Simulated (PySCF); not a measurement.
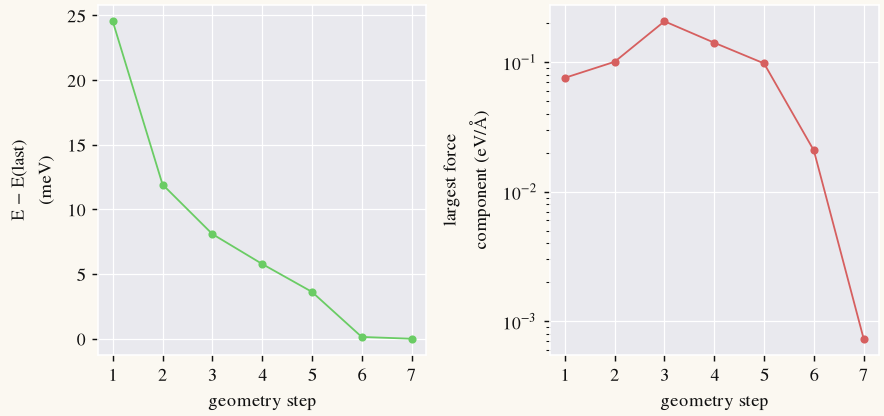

History of a geometry optimisation. The start has point group C3v, which is kept. A held symmetry can leave a saddle point.

The run: CuH3 molecule, multiplicity 3, by UKS-based PBE0, Cu def2-TZVP, H def2-TZVP; non-relativistic Hamiltonian; density fitting (PySCF 2.14.0).

> How did the optimisation end?

The optimisation met its thresholds at geometry 7, counting the start as the first. The energy fell by about 25 meV from the first step to the last. The largest force component goes from about 0.076 eV/Å at the start to 7 × 10⁻⁴ eV/Å at the end, with a peak of 0.21 eV/Å at step 3.

> By which step was nine tenths of the energy gained?

By step 6 of 7.
